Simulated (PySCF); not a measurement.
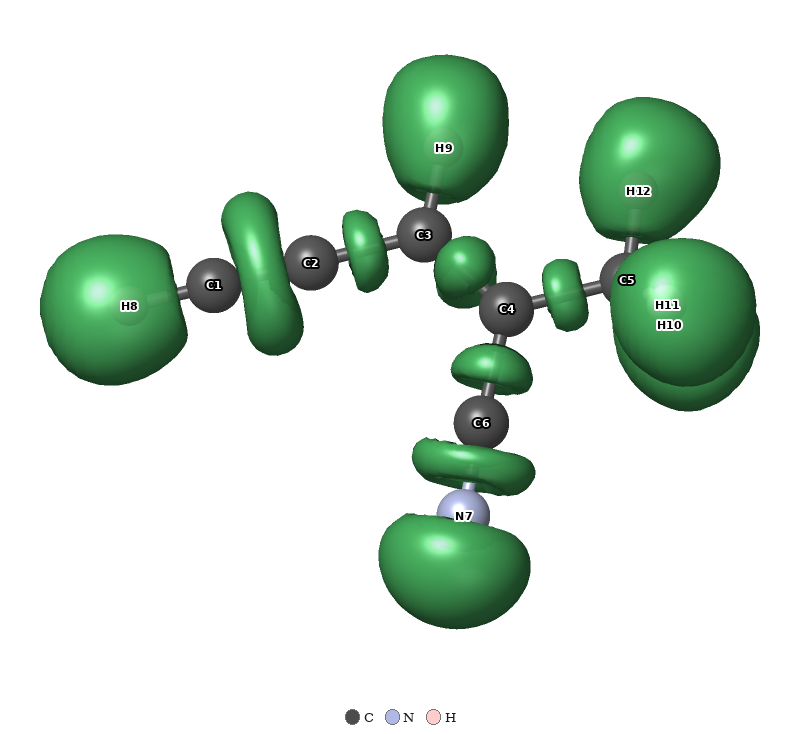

*C$_{6}$H$_{5}$N (SMILES C#C/C=C(/C)C#N). Isosurface of the electron localisation function at 0.8 (green), seen across its widest extent. Core shells and regions of very low density are left out.*

Geometry: GFN2-xTB.

Method: PBE0/pcSseg-1, SCF density, gas phase, non-relativistic in PySCF.

Input

```
{"job": {"xc": "PBE0", "basis": "pcSseg-1", "kind": "nmr", "pop": true}, "charge": 0, "multiplicity": 1}
C      3.019286    -0.100128     0.146671
C      1.849178    -0.346169     0.269592
C      0.487006    -0.651062     0.424372
C     -0.505591     0.102679    -0.081614
C     -1.959234    -0.215807     0.079014
C     -0.205892     1.272836    -0.814837
N      0.009700     2.227149    -1.413674
H      4.037959     0.122931     0.034203
H      0.257008    -1.548012     0.986550
H     -2.427729    -0.338349    -0.897853
H     -2.469746     0.602620     0.587239
H     -2.090747    -1.129376     0.654310
```

Launched as:

```sh
OMP_NUM_THREADS=1 python ens_run.py task.json out
```

Identify the bonds, lone pairs and shells in this picture.

The surface consists of five regions between bonded C–C atoms (shared pairs), one region between bonded C–N atoms (shared pairs), five regions around hydrogen nuclei and one lobe on N, pointing away from the bonds (lone pairs). Profiles from the grid: C–N (1.15 Å): the ELF peaks at about 0.85 between the atoms; a multiple bond. C–C (1.20 Å): the ELF peaks at about 0.85 between the atoms (a multiple bond).
